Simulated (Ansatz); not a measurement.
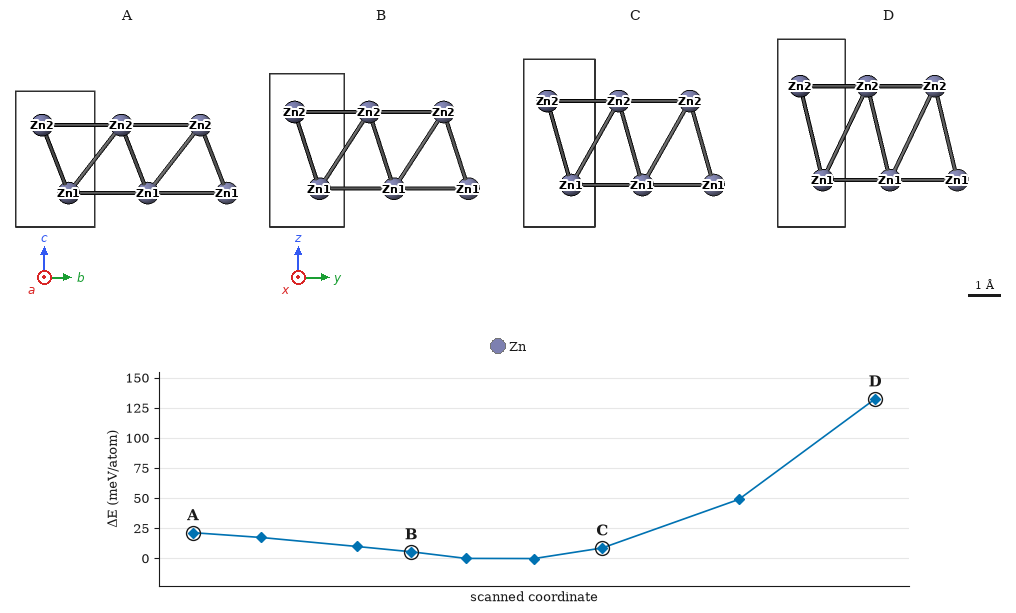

A scan of a crystal of Zn (P6_3/mmc) along one coordinate. x, y and z are the Cartesian axes of the input. A ball-and-stick model of the cell of the calculation, repeated 3 × 3 × 1 with one cell outlined, seen along the a axis.

The calculation used DFT PBE, scalar-relativistic, plane waves, PAW (Ansatz). (plane-wave cutoff 420 eV; k-point mesh 24 × 24 × 12; occupations gaussian; smearing width 0.15 eV; no spin polarisation). Energies (free energies at the smearing named) are counted from the cell as listed in its source, which wasn't relaxed.

### Which coordinate changes from frame to frame?

The ratio of the cell's length along z to its lengths across, counted as 1 for the reference, is changed at fixed volume (a c/a path), with the atoms kept at their fractional coordinates. In the frames the relative ratio is 0.80 (A), 0.96 (B), 1.10 (C), 1.30 (D). The lowest computed point lies at the relative ratio 1.05 (−0.1 meV/atom). The distortion keeps the space group P6_3/mmc. At the relative ratio 1.30 the cell of the drawing goes a 2.665 → 2.442 Å, b 2.665 → 2.442 Å, c 4.947 → 5.892 Å.
